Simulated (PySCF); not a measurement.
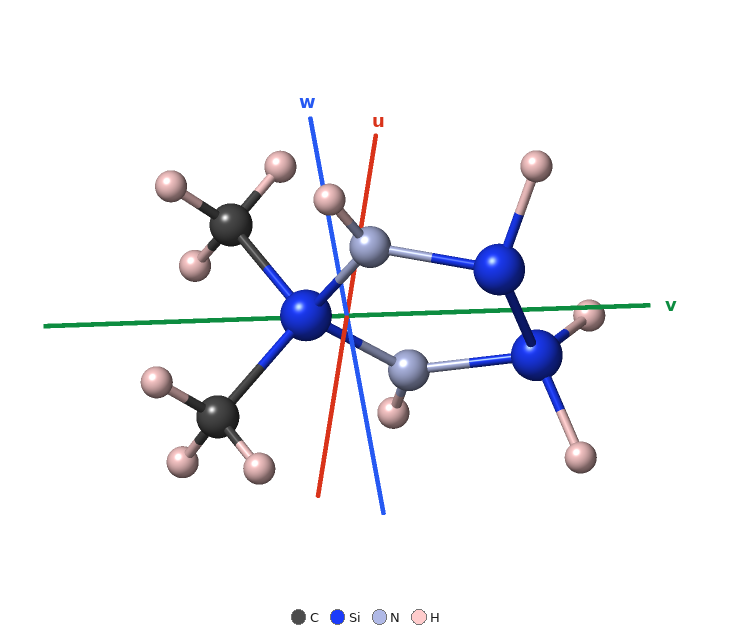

The lines u, v and w are the principal axes of the g tensor. The species is neutral and a spin doublet. The geometry was computed by an optimisation with GFN2-xTB. No frequency run is at hand to confirm it as a minimum. Level of theory: UKS B3LYP, pcH-1 on C H N Si, non-relativistic, mean-field spin-orbit, GIAO (PySCF 2.14.0).

**Along which axis does g lie farthest from the free-electron value?**

Along v: the shift is 2114 ppm.

Give the principal values and shifts.

| axis | g | shift (ppm) |
| --- | --- | --- |
| u | 2.00205 | −273 |
| v | 2.00443 | 2114 |
| w | 2.00294 | 623 |

The geometry is semi-empirical. Around Si such bond lengths and angles can be off by a tenth of an ångström or more and by several degrees, and values that hang on the shape move with them.
